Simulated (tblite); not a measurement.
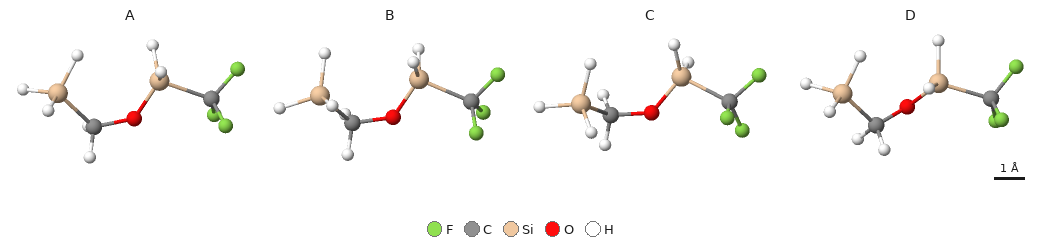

4 geometries from one relaxation of C$_{2}$H$_{7}$F$_{3}$OSi$_{2}$, in shuffled order. A ball-and-stick model, seen at a tilt.

The calculation used GFN2-xTB geometry optimisation, gas phase in tblite 0.8.0. 

> Order the frames from highest to lowest energy.

D, A, B, C. They are steps 0, 61, 127, 182, at +0.924 eV, +0.077 eV, +0.018 eV relative to the last. After 182 geometry steps the energy has fallen by 0.924 eV. The atom that moves furthest after the best rigid fit is an H atom (1.77 Å). Largest moves by element: H 1.77 Å, F 0.78 Å, O 0.70 Å, Si 0.56 Å, C 0.44 Å. Some distances before and after: Si–Si 3.330 → 3.820 Å, O–Si 1.687 → 1.597 Å, C–Si 1.835 → 1.915 Å, C–Si 1.877 → 1.932 Å. Bond angles that change, for instance: Si–O–C 116.4° → 131.0°, C–Si–O 112.8° → 100.6°, O–C–H 114.5° → 106.3°. Groups turn about C–O by about 145°, C–Si by about 75°, O–Si by about 55°. The run took 2.2 s on 1 thread of Intel(R) Xeon(R) Platinum 8259CL CPU @ 2.50GHz, with other jobs on the host.
